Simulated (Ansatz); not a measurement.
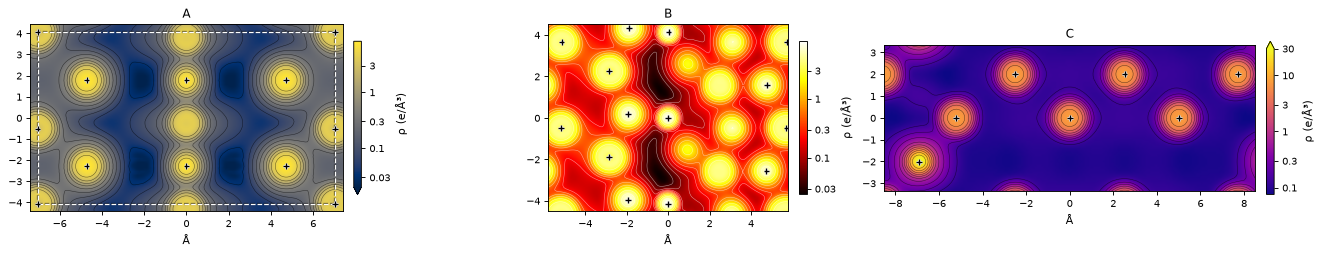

The valence pseudo-density of 3 systems, each on a plane through atoms (crosses mark nuclei in the plane).

All numbers below come from DFT PBE, scalar-relativistic, plane waves, PAW (Ansatz).

System 1: LiTa3O4, the (110) plane of the conventional cell. Space group P1; a structure from a database of computed crystals, not necessarily the ambient phase; a generated structure, not necessarily the stable one.

```
CELL_PARAMETERS angstrom
2.87516 0.00286 -0.00540
-0.08532 2.92224 0.00471
-0.37829 -0.49998 10.85217
ATOMIC_POSITIONS crystal
Li 0.79504 0.98093 0.85975
Ta 0.63427 0.05828 0.38407
Ta 0.34353 0.43958 0.59789
Ta 0.08712 0.51295 0.08630
O 0.85752 0.95505 0.68357
O 0.59522 0.02210 0.14352
O 0.56490 0.48902 0.94878
O 0.12240 0.54209 0.29610
```

System 2: Sc6As, the (110) plane of the conventional cell. Space group P-3m1; a generated structure, not necessarily the stable one; spin-polarised.

```xyz
7
Lattice="3.4793 0.0000 0.0000 -1.7397 3.0132 0.0000 0.0000 0.0000 16.3380" Properties=species:S:1:pos:R:3 pbc="T T T"
Sc    0.0000    2.0088    6.9111
Sc    1.7397    1.0044    9.4269
Sc    0.0000    2.0088    1.6983
Sc    1.7397    1.0044   14.6397
Sc    0.0000    2.0088   11.9347
Sc    1.7397    1.0044    4.4033
As    0.0000    0.0000    0.0000
```

System 3: Ta2Bi2O, the (011̄) plane of the conventional cell. Space group Cmce; a generated structure, not necessarily the stable one; changed on purpose from its base cell (volume × 0.94, shape and atoms relaxed); computed pressure about 2 GPa in this cell.

> Match each panel to its system.

Panel A is system 3, Ta2Bi2O: the plane holds Ta, Bi and O. Ta–Bi (2.93 Å): ρ is about 0.33 e/Å³ halfway. Panel B is system 1, LiTa3O4: the plane holds Li, Ta and O. Ta–Ta (2.70 Å): ρ at the midpoint is about 0.46 e/Å³. Panel C is system 2, Sc6As: the plane holds Sc and As. Sc–As (2.63 Å): the density is about 0.33 e/Å³ at the midpoint.
